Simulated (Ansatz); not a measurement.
The compound is Te2Pt (1T sheet).

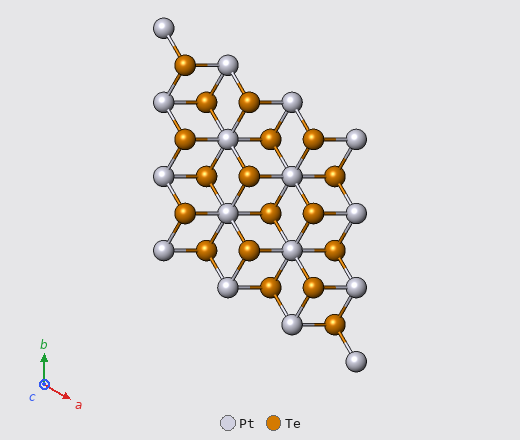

The structure (platinum light grey, tellurium orange). 3×3×1 cells are drawn. Some periodic images of atoms are drawn too.

The cell holds 3 atoms: 1 Pt and 2 Te. Its edges and angles: a = 3.973 Å, b = 3.973 Å, c = 30.559 Å, α = 90.0°, β = 90.0°, γ = 120.0°. Vacuum lies along c.

```xyz
3
Lattice="0.0000 2.8091 2.8091 2.8091 -2.8091 0.0000 17.6434 17.6434 -17.6434" Properties=species:S:1:pos:R:3
Pt    5.5944    5.5944   -5.5944
Te    8.2608    5.4517   -5.4517
Te    5.7371    5.7371   -2.9280
```

The structure was relaxed with PBEsol. The structure was generated from a model, not taken from a measurement. The runs that relaxed it are not among those shown. The program's search for lower electronic states was switched off, so nothing shows that the state found is the lowest. Spin-orbit coupling is left out unless a run names it. PAW set soft_2, made with PBE.

A constrained-RPA run (Ansatz 0.2.0; non-magnetic PBEsol; Pt d + anion p, bands v9 to c2, 6×6×1 mesh, medium accuracy) builds 11 functions on bands 8.8 eV wide, with 18.0 electrons in the window. The bare on-site interaction is 15.1 eV and the bare J 0.58 eV.

What U and J survive the screening?

On the Pt d shell, U = 5.70 eV (38 % of the bare value), U′ = 4.82 eV, J = 0.43 eV.

The parent state is non-magnetic and the interaction static (zero frequency); U depends on the window and the orbitals, so it belongs to this model alone. Spin-orbit coupling, which is strong for atoms this heavy, is left out. A window that holds the anion p bands defines a model with explicit ligands; its U belongs to that model and is not the U of DFT+U.

[Paths, hosts, dates, memory and timing lines, banners, echoed tables and standing remarks are left out of the program output.]

[Logs are printed without paths, hosts, clocks, repeated set-up lines and the standing remarks that a program may print on its own settings, such as how far it seeks lower states.]

[Runs of the session that timed out or met a known fault of the program may be left out.]

[Hosts, paths, dates, database ids (printed as entryN), source tags and the programs' standing remarks are cut or masked in the printed files.]
